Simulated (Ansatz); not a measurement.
The run's input:

```
crystal:
  periodic: [false, false, false]
  atoms:
    - {symbol: F, position_ang: [1.054885, -1.462216, 1.057741]}
    - {symbol: B, position_ang: [0.988942, -0.304839, 0.428948]}
    - {symbol: F, position_ang: [0.248461, -0.482636, -0.914725]}
    - {symbol: B, position_ang: [-0.988935, 0.304843, -0.428940]}
    - {symbol: F, position_ang: [-1.055012, 1.462195, -1.057766]}
    - {symbol: F, position_ang: [-0.248418, 0.482722, 0.914693]}
    - {symbol: H, position_ang: [1.932211, 0.405936, 0.310323]}
    - {symbol: H, position_ang: [-1.932144, -0.406005, -0.310264]}
basis:
  gaussian: {orbitals: def2-TZVPP}
correlation: {method: ccsd_t}
output: {orbitals: {seedname: orbitals}}
```

Run as:
```bash
ansatz run in.yaml --threads 4 --pin off --events-out ev --progress --plain --max-ram 10444MiB
```

Hartree-Fock orbital energies near the frontier, HF/def2-TZVPP with the Ansatz code, at a PBE0-D4/def2-TZVP geometry (a minimum by its frequencies), isolated molecule; empty levels in grey, levels within 0.03 eV side by side.

Q: Where do the frontier orbitals lie?

A: HOMO at −14.65 eV, LUMO at 3.61 eV, 18.27 eV apart.

Q: How far below the HOMO does the next level lie?

A: 1.15 eV.

Q: List the levels.

A:
```csv
orbital,energy (eV)
LUMO+2,3.97
LUMO+1,3.66
LUMO,3.61
HOMO,−14.65
HOMO−1,−15.80
HOMO−2,−17.90
HOMO−3,−18.34
HOMO−4,−18.54
HOMO−5,−19.27
HOMO−6,−19.52
```

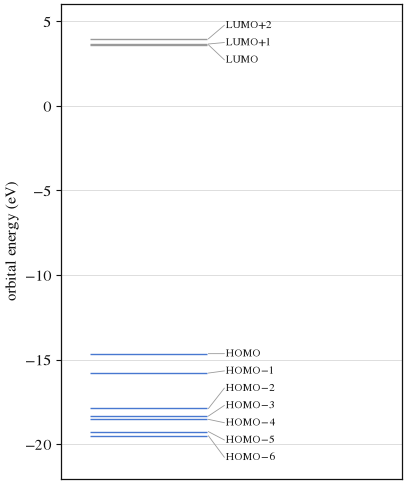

Known limits of this run: empty levels above zero depend strongly on the basis.
